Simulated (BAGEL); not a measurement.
**H2S2 (SMILES SS): levels of theory compared**

We compute a comparison of 6 runs (HF/6-31G*, HF/def2-TZVPP, CASPT2(14,10)/6-31G*, NEVPT2(14,10)/6-31G*, CASPT2(14,10)/def2-TZVPP, NEVPT2(14,10)/def2-TZVPP) of H2S2. 

The results are computed with BAGEL 1.2.2.

7 further runs of the same task are left out: 7 set aside as unsound or not needed.

### 1 Starting point

The species is H2S2 (4 atoms), meant as a singlet with charge 0. SMILES: `SS`. The S2–H4 distance was set to 2.424 Å, away from the relaxed value. At this shape a bond of the SMILES string is far longer than usual.

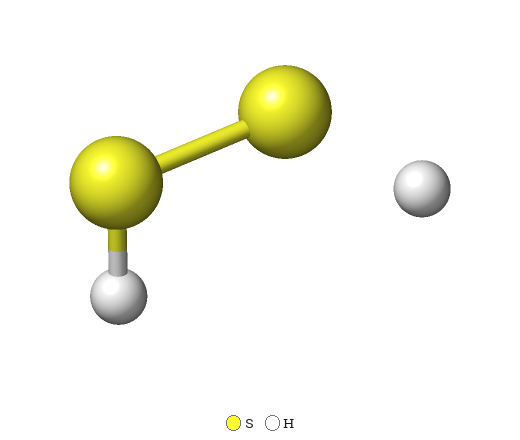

The structure, seen from a chosen angle (sulfur yellow, hydrogen white).

### 2 The energy at HF/6-31G(d) (density fitting with cc-pvqz-jkfit, spherical functions) (run 1)

The input, input.json:

```json
{ "bagel" : [

{
  "title" : "molecule",
  "basis" : "6-31gs.json",
  "df_basis" : "cc-pvqz-jkfit",
  "angstrom" : true,
  "geometry" : [
    { "atom" : "S", "xyz" : [       1.328082,      -0.708163,       1.093327 ] },
    { "atom" : "S", "xyz" : [       0.603822,       1.202607,       0.993997 ] },
    { "atom" : "H", "xyz" : [       0.318182,      -1.271543,       1.783517 ] },
    { "atom" : "H", "xyz" : [      -0.619290,       1.020250,      -1.090950 ] }
  ]
},

{
  "title" : "hf",
  "charge" : 0
},

{
  "title" : "print",
  "file" : "orbitals.molden",
  "orbitals" : true
}

]}
```

The basis set 6-31G* is read from a file made from the Basis Set Exchange's data (not shown).

Command:

```sh
$ BAGEL_NUM_THREADS=1 BAGEL input.json > input.out
```

Log:

```text
* using 1 threads per process

  ===============================================================
  ===============================================================

  *** Geometry ***

  { "atom" : "S", "xyz" : [      2.509711,     -1.338234,      2.066089 ] },
  { "atom" : "S", "xyz" : [      1.141058,      2.272598,      1.878382 ] },
  { "atom" : "H", "xyz" : [      0.601277,     -2.402868,      3.370359 ] },
  { "atom" : "H", "xyz" : [     -1.170288,      1.927993,     -2.061597 ] },

  Number of auxiliary basis functions:      398

  Since a DF basis is specified, we compute 2- and 3-index integrals:
    o Being stored without compression. Storage requirement is 0.005 GB

  Number of basis functions:       40
  Number of electrons      :       34

    * METHOD: MOLECULE                             0.12

  *** RHF ***

  === Nuclear Repulsion ===
    81.8681029229

      * DIIS with orbital gradients will be used.

  === RHF iteration (6-31gs.json) ===
      0       -795.99209394          0.01095383           0.02
      1       -796.01787655          0.00328280           0.02
      2       -796.02088096          0.00161282           0.02
[... 12 lines of this table left out ...]
     15       -796.02178810          0.00000001           0.02
    * SCF iteration converged.

    * Permanent dipole moment:
           (    0.291328,     0.412167,    -0.168045) a.u.

    * METHOD: HF                                   0.32

    * METHOD: PRINT                                0.00

  ===============================================================
```

Wall time 0.56 s (1 thread of Arm Neoverse V1, shared host).

### 3 A single-point energy at HF/def2-TZVPP (density fitting with cc-pvqz-jkfit) (run 2)

The input, job.json:

```json
{ "bagel": [

{
  "title": "molecule",
  "basis": "tzvpp",
  "df_basis": "cc-pvqz-jkfit",
  "angstrom": "true",
  "geometry": [
    { "atom": "S", "xyz": [       1.328082,      -0.708163,       1.093327 ] },
    { "atom": "S", "xyz": [       0.603822,       1.202607,       0.993997 ] },
    { "atom": "H", "xyz": [       0.318182,      -1.271543,       1.783517 ] },
    { "atom": "H", "xyz": [      -0.619290,       1.020250,      -1.090950 ] }
  ]
},

{
  "title": "hf"
},

{
  "title": "print",
  "file": "orbitals.molden",
  "orbitals": "true"
}

]}
```

Command:

```sh
$ BAGEL_NUM_THREADS=1 BAGEL job.json > job.out
```

Log:

```text
* using 1 threads per process

  ===============================================================
  ===============================================================

  *** Geometry ***

  { "atom" : "S", "xyz" : [      2.509711,     -1.338234,      2.066089 ] },
  { "atom" : "S", "xyz" : [      1.141058,      2.272598,      1.878382 ] },
  { "atom" : "H", "xyz" : [      0.601277,     -2.402868,      3.370359 ] },
  { "atom" : "H", "xyz" : [     -1.170288,      1.927993,     -2.061597 ] },

  Number of auxiliary basis functions:      398

  Since a DF basis is specified, we compute 2- and 3-index integrals:
    o Being stored without compression. Storage requirement is 0.040 GB

  Number of basis functions:      112
  Number of electrons      :       34

    * METHOD: MOLECULE                             0.18

  *** RHF ***

  === Nuclear Repulsion ===
    81.8681029229

      * DIIS with orbital gradients will be used.

  === RHF iteration (tzvpp) ===
      0       -796.05618698          0.00641765           0.06
      1       -796.08983736          0.00315365           0.06
      2       -796.09698591          0.00129769           0.06
[... 13 lines of this table left out ...]
     16       -796.09871508          0.00000001           0.06
    * SCF iteration converged.

    * Permanent dipole moment:
           (    0.141064,     0.430332,    -0.278799) a.u.

    * METHOD: HF                                   1.13

    * METHOD: PRINT                                0.03

  ===============================================================
```

Run time: 1.5 s. Hardware: 1 thread of Arm Neoverse V1, shared host.

Runs 3 to 5 aren't shown in full; the table further down has their settings and results.

### 4 A single-point energy at NEVPT2(14,10)/def2-TZVPP (density fitting with cc-pvqz-jkfit) (run 6)

The input, input.json:

```json
{ "bagel": [

{
  "title": "molecule",
  "basis": "tzvpp",
  "df_basis": "cc-pvqz-jkfit",
  "angstrom": true,
  "geometry": [
    { "atom": "S", "xyz": [       1.328082,      -0.708163,       1.093327 ] },
    { "atom": "S", "xyz": [       0.603822,       1.202607,       0.993997 ] },
    { "atom": "H", "xyz": [       0.318182,      -1.271543,       1.783517 ] },
    { "atom": "H", "xyz": [      -0.619290,       1.020250,      -1.090950 ] }
  ]
},

{
  "title": "hf"
},

{
  "title": "nevpt2",
  "nstate": 1,
  "nact": 10,
  "nclosed": 10,
  "maxiter": 200,
  "natocc": true,
  "ncore": 10
},

{
  "title": "print",
  "file": "orbitals.molden",
  "orbitals": true
}

]}
```

Command:

```sh
$ BAGEL_NUM_THREADS=1 BAGEL input.json > input.out
```

Log:

```text
* using 1 threads per process

  ===============================================================
  ===============================================================

  *** Geometry ***

  { "atom" : "S", "xyz" : [      2.509711,     -1.338234,      2.066089 ] },
  { "atom" : "S", "xyz" : [      1.141058,      2.272598,      1.878382 ] },
  { "atom" : "H", "xyz" : [      0.601277,     -2.402868,      3.370359 ] },
  { "atom" : "H", "xyz" : [     -1.170288,      1.927993,     -2.061597 ] },

[... 23 lines left out ...]
    * SCF iteration converged.
[... 1 line left out ...]
    * Permanent dipole moment:
[... 23 lines left out ...]
    * Second-order optimization converged. *
[... 19 lines left out ...]
     * ci vector, state   0, <S^2> = -0.0000
[... 5 lines left out ...]
  === DF-NEVPT2 calculation ===

    * 3-index integral transformation done
    * assembly done

      NEVPT2 correlation energy:   -0.2696818478      0.27

          (+0)      0.0000000000
          (+0)'     0.0000000000
          (+1)      0.0000000000
          (+1)'     0.0000000000
          (+2)      0.0000000000
          (-1)      0.0000000000
          (-1)'    -0.0958226571
          (-2)     -0.1738591907

      NEVPT2 total energy:       -796.4827442572

    * METHOD: NEVPT2                              94.62

    * METHOD: PRINT                                0.03

  ===============================================================
```

It took 96 s on 1 thread of Arm Neoverse V1, shared host; peak memory 3.1 GiB.

### 5 The series

```
run                                                                           level  iteration cap  active rule  energy (Eh)  wall time
  1             HF/6-31G* (density fitting with cc-pvqz-jkfit, spherical functions)              –            –  -796.021788     0.56 s
  2                              HF/def2-TZVPP (density fitting with cc-pvqz-jkfit)              –            –  -796.098715      1.5 s
  3  CASPT2(14,10)/6-31G* (density fitting with cc-pvqz-jkfit, spherical functions)            200      valence  -796.331114       16 s
  4  NEVPT2(14,10)/6-31G* (density fitting with cc-pvqz-jkfit, spherical functions)            200      valence  -796.311624       86 s
  5                   CASPT2(14,10)/def2-TZVPP (density fitting with cc-pvqz-jkfit)            200      valence  -796.518346       29 s
  6                   NEVPT2(14,10)/def2-TZVPP (density fitting with cc-pvqz-jkfit)            200      valence  -796.482744       96 s
```

### 6 What came out

```
           quantity          value
run 6: total energy  -796.48274 Eh
```

In words: Below the HF energy at the same shape and in the same basis (def2-TZVPP): CASPT2(14,10) -419.6 mEh; NEVPT2(14,10) -384.0 mEh. In runs 1, 2 a closed-shell determinant meets a far-stretched bond, which it describes badly. All runs together took 3.8 min, the longest 96 s.
